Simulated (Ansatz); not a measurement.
Input file:

```
crystal:
  periodic: [false, false, false]
  atoms:
    - {symbol: Li, position_ang: [1.398297, -5.536638, -1.313162]}
    - {symbol: Li, position_ang: [-0.341560, 5.688826, 1.311175]}
    - {symbol: H, position_ang: [-1.056737, -0.152188, 0.001987]}
basis:
  gaussian: {orbitals: def2-TZVP, initial_orbitals: start.molden}
total_charge: 1
magnetization: {spin_polarized: true, initial_magnetization: 2}
hamiltonian: {xc: pbe0, dispersion: d4}
output: {orbitals: {seedname: orbitals}}
```

Run with:

```sh
ansatz run in.yaml --threads 4 --pin off --events-out ev --progress --plain --max-ram 3916MiB
```

Geometry: PBE0-D4/def2-TZVP.

Method: UKS PBE0-D4/def2-TZVP in Ansatz.

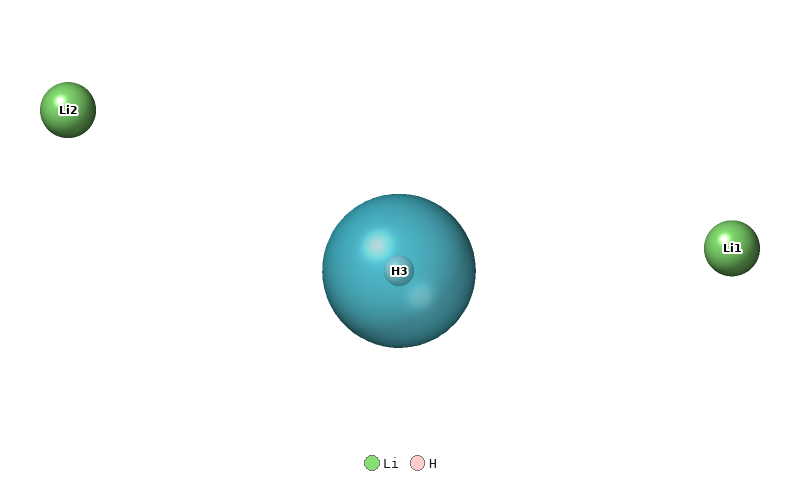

Li···Li···H (charge +1, triplet). The HOMO−1 (α) at ±0.15 Å⁻³ᐟ² (yellow and cyan are the two phases), seen at a tilt.

**Where does this orbital lie, and at what energy?**

Its weight (Hirshfeld) is mainly on H3 (about 100 %); it is symmetric in the molecular plane (an in-plane orbital: σ, lone-pair or in-plane π type). Its energy is −11.46 eV.
